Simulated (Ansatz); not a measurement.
System: Ga3P.

Input

```
crystal:
  lattice:
    - [3.7282137576, 0.0, 0.0]
    - [0.0, 3.7282137576, 0.0]
    - [0.0, 0.0, 6.4890377382]
  atoms:
    - { symbol: Ga, position: [0.5, 0.0, 0.7784398288] }
    - { symbol: Ga, position: [0.0, 0.5, 0.2215601712] }
    - { symbol: Ga, position: [0.5, 0.5, 0.5] }
    - { symbol: P, position: [0.0, 0.0, 0.0] }
basis:
  ecutwfc: 420
kpoints:
  mp_grid: { grid: [10, 10, 6] }
  band_path:
    path:
      - [[0.0, 0.0, 0.0], [0.0, 0.5, 0.0], [0.5, 0.5, 0.0], [0.0, 0.0, 0.0], [0.0, 0.0, 0.5], [0.0, 0.5, 0.5], [0.5, 0.5, 0.5], [0.0, 0.0, 0.5]]
      - [[0.0, 0.5, 0.0], [0.0, 0.5, 0.5]]
      - [[0.5, 0.5, 0.0], [0.5, 0.5, 0.5]]
    npoints: 14
hamiltonian:
  xc: pbe
scf:
  occupations: { method: gaussian, width: 0.1 }
  n_extra_bands: 10
output:
  forces: true
  stress: true
  eigenvalues: true
  populations: true
  dos: { projected: true, de: 0.02, nscf_kmesh: { grid: [12, 12, 8] } }
  bader: true
  write_density: true
  write_potential: true
  elf: true
  volumetric_format: npy
```

Command:

```sh
ansatz run input.yaml --threads 1 --pin off --max-ram 2560MiB --backend cpu --events-out ev --progress --plain --runs-dir out
```

Below, planes, directions and counts refer to the conventional cell (a = 3.73 Å, b = 3.73 Å, c = 6.49 Å, α = 90.00°, β = 90.00°, γ = 90.00°).

Space group P-4m2; a generated structure, not necessarily the stable one.

These are results of DFT PBE, scalar-relativistic, plane waves, PAW (Ansatz), not measurements.

What can the converged valence pseudo-density and electron localisation function tell about the bonding?

Answer. Ga–P (2.35 Å): ρ at the midpoint is about 0.54 e/Å³; the ELF peaks at about 0.90 in the valence shell of P, 0.9 Å from its nucleus, and is about 0.75 at the midpoint.
Bader's partition of the density gives Ga +0.03 to +0.41 and P −0.84 e.

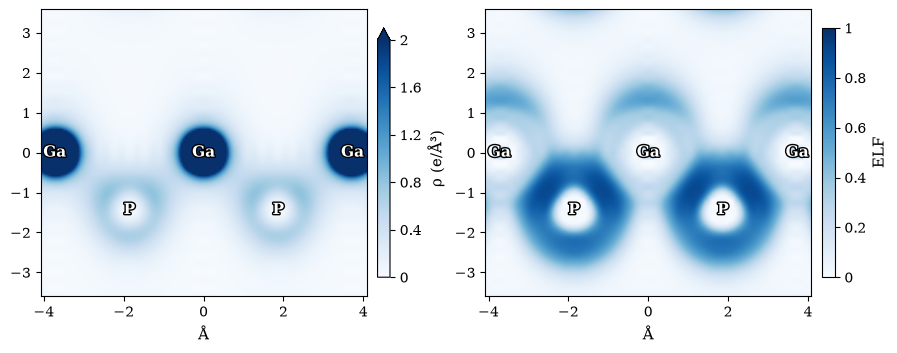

Computed valence pseudo-density and electron localisation function on the (100) plane of the conventional cell, in this order. 
